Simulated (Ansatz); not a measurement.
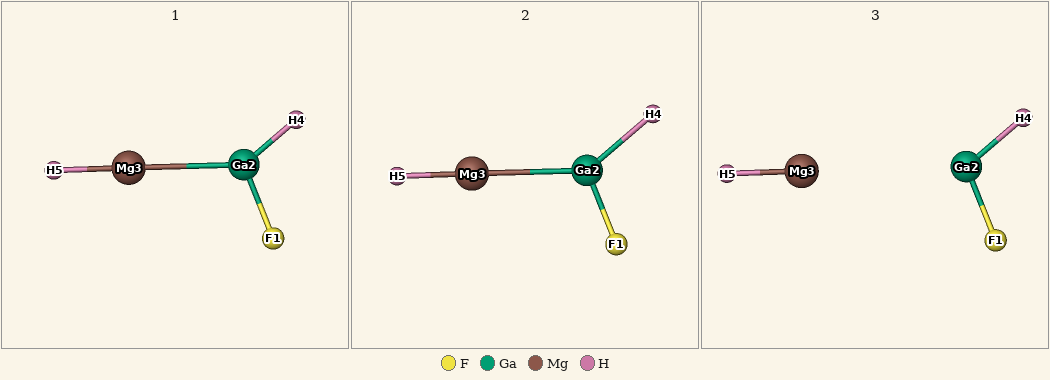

FGaH2Mg. First axis: bond length Ga2–Mg3. Second axis: bond length Ga2–H4. Nothing is relaxed (all other coordinates rigid). Grid: 9 × 9 points. All energies are given in kJ/mol relative to the relaxed molecule at the same level. The restricted reference is unstable at some or all points, so the energies there are unreliable. Theory: RHF-MP2, frozen core/def2-TZVP in Ansatz 0.2.0.

The numbered pictures are structures from this grid.

Which is the most stable, and how do the others follow?

1, at bond length Ga2–Mg3 = 2.607 Å, bond length Ga2–H4 = 1.557 Å: 0.40 kJ/mol; 2, at bond length Ga2–Mg3 = 2.607 Å, bond length Ga2–H4 = 1.958 Å: 63 kJ/mol; 3, at bond length Ga2–Mg3 = 3.727 Å, bond length Ga2–H4 = 1.691 Å: 139 kJ/mol.

The map, with the structures marked:

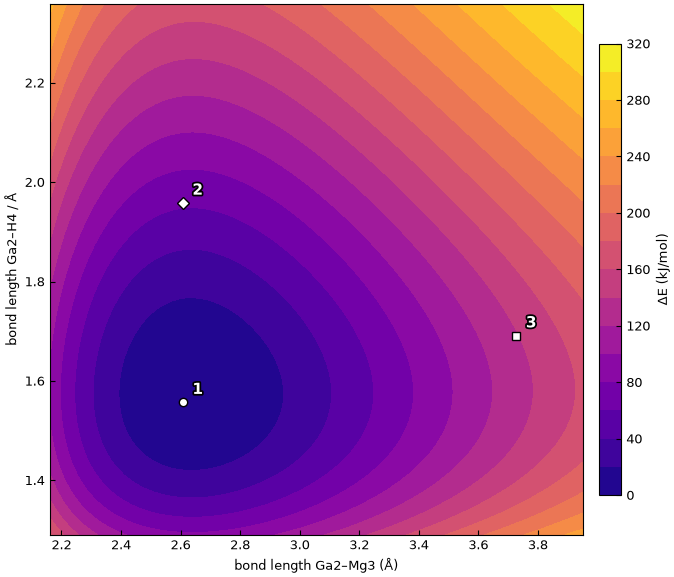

Drawn: filled contours. Between grid points the surface is interpolated.
